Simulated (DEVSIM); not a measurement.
Structure: abrupt Si n-p junction, at 300 K.

| layer (left to right) | material | thickness (μm) | Nd (cm⁻³) | Na (cm⁻³) | τn (s) | τp (s) |
|---|---|---|---|---|---|---|
| 1 | Si | 0.0780 | 3e18 | - | 1.8e-7 | 1.8e-7 |
| 2 | Si | 0.310 | - | 1.8e14 | 1.8e-7 | 1.8e-7 |

Left contact: ohmic. Right contact: ohmic. Voltage is applied to the left contact. Recombination: SRH at mid-gap, radiative, Auger. Gap narrowing is on: ΔEg = 6.92 meV × (l + √(l² + 0.5)), l = ln(N/1.3e17 cm⁻³), shared equally by both band edges. Mobility is constant in doping.

Constants are typed, rounded textbook-type inputs, not results; the design itself was drawn at random and stands for no fabricated device. Values at 300 K.

```tsv
parameter	Si
gap (eV)	1.124
affinity (eV)	4.05
permittivity	11.7
Nc (cm⁻³)	2.86e19
Nv (cm⁻³)	3.1e19
μn (cm²/Vs)	1417
μp (cm²/Vs)	470
B (cm³/s)	4.7e-15
Cn (cm⁶/s)	2.8e-31
Cp (cm⁶/s)	9.9e-32
```

Model (solved in DEVSIM): 1D drift-diffusion, Boltzmann statistics, complete ionisation; no tunnelling, impact ionisation, image-force lowering or self-heating.

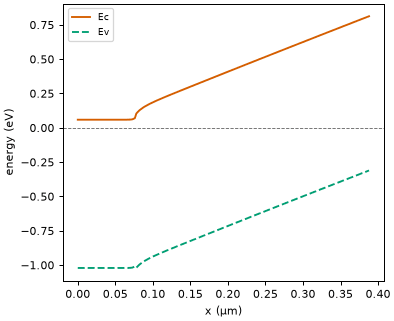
Figure. Band edges at zero bias

Energies count from the Fermi level of the right contact; mesh points crowd at the junctions.

```json
[
 {"x (μm)": "0.000", "Ec (eV)": "0.058", "Ev (eV)": "-1.022", "n (cm⁻³)": "3.0e18", "p (cm⁻³)": "210", "field (V/cm)": "≈ 0"},
 {"x (μm)": "0.007322", "Ec (eV)": "0.058", "Ev (eV)": "-1.022", "n (cm⁻³)": "3.0e18", "p (cm⁻³)": "210", "field (V/cm)": "≈ 0"},
 {"x (μm)": "0.01668", "Ec (eV)": "0.058", "Ev (eV)": "-1.022", "n (cm⁻³)": "3.0e18", "p (cm⁻³)": "210", "field (V/cm)": "≈ 0"},
 {"x (μm)": "0.02583", "Ec (eV)": "0.058", "Ev (eV)": "-1.022", "n (cm⁻³)": "3.0e18", "p (cm⁻³)": "210", "field (V/cm)": "≈ 0"},
 {"x (μm)": "0.04056", "Ec (eV)": "0.058", "Ev (eV)": "-1.022", "n (cm⁻³)": "3.0e18", "p (cm⁻³)": "210", "field (V/cm)": "≈ 0"},
 {"x (μm)": "0.05224", "Ec (eV)": "0.058", "Ev (eV)": "-1.022", "n (cm⁻³)": "3.0e18", "p (cm⁻³)": "210", "field (V/cm)": "≈ 0"},
 {"x (μm)": "0.06138", "Ec (eV)": "0.058", "Ev (eV)": "-1.022", "n (cm⁻³)": "3.0e18", "p (cm⁻³)": "210", "field (V/cm)": "110"},
 {"x (μm)": "0.07290", "Ec (eV)": "0.061", "Ev (eV)": "-1.019", "n (cm⁻³)": "2.7e18", "p (cm⁻³)": "240", "field (V/cm)": "13000"},
 {"x (μm)": "0.08111", "Ec (eV)": "0.121", "Ev (eV)": "-1.002", "n (cm⁻³)": "2.6e17", "p (cm⁻³)": "450", "field (V/cm)": "51000"},
 {"x (μm)": "0.08973", "Ec (eV)": "0.155", "Ev (eV)": "-0.968", "n (cm⁻³)": "7.0e16", "p (cm⁻³)": "1700", "field (V/cm)": "32000"},
 {"x (μm)": "0.1025", "Ec (eV)": "0.191", "Ev (eV)": "-0.933", "n (cm⁻³)": "1.8e16", "p (cm⁻³)": "6700", "field (V/cm)": "25000"},
 {"x (μm)": "0.1242", "Ec (eV)": "0.242", "Ev (eV)": "-0.882", "n (cm⁻³)": "2.5e15", "p (cm⁻³)": "47000", "field (V/cm)": "22000"},
 {"x (μm)": "0.1446", "Ec (eV)": "0.287", "Ev (eV)": "-0.837", "n (cm⁻³)": "4.3e14", "p (cm⁻³)": "270000", "field (V/cm)": "22000"},
 {"x (μm)": "0.1747", "Ec (eV)": "0.353", "Ev (eV)": "-0.771", "n (cm⁻³)": "3.4e13", "p (cm⁻³)": "3500000", "field (V/cm)": "22000"},
 {"x (μm)": "0.2261", "Ec (eV)": "0.465", "Ev (eV)": "-0.659", "n (cm⁻³)": "4.5e11", "p (cm⁻³)": "2.6e8", "field (V/cm)": "22000"},
 {"x (μm)": "0.2620", "Ec (eV)": "0.542", "Ev (eV)": "-0.582", "n (cm⁻³)": "2.2e10", "p (cm⁻³)": "5.3e9", "field (V/cm)": "22000"},
 {"x (μm)": "0.2991", "Ec (eV)": "0.622", "Ev (eV)": "-0.502", "n (cm⁻³)": "1.0e9", "p (cm⁻³)": "1.2e11", "field (V/cm)": "21000"},
 {"x (μm)": "0.3242", "Ec (eV)": "0.676", "Ev (eV)": "-0.448", "n (cm⁻³)": "1.3e8", "p (cm⁻³)": "9.4e11", "field (V/cm)": "21000"},
 {"x (μm)": "0.3511", "Ec (eV)": "0.733", "Ev (eV)": "-0.390", "n (cm⁻³)": "1.4e7", "p (cm⁻³)": "8.6e12", "field (V/cm)": "21000"},
 {"x (μm)": "0.3668", "Ec (eV)": "0.767", "Ev (eV)": "-0.357", "n (cm⁻³)": "3700000", "p (cm⁻³)": "3.2e13", "field (V/cm)": "21000"},
 {"x (μm)": "0.3775", "Ec (eV)": "0.790", "Ev (eV)": "-0.334", "n (cm⁻³)": "1600000", "p (cm⁻³)": "7.6e13", "field (V/cm)": "21000"},
 {"x (μm)": "0.3880", "Ec (eV)": "0.812", "Ev (eV)": "-0.312", "n (cm⁻³)": "650000", "p (cm⁻³)": "1.8e14", "field (V/cm)": "21000"}
]
```
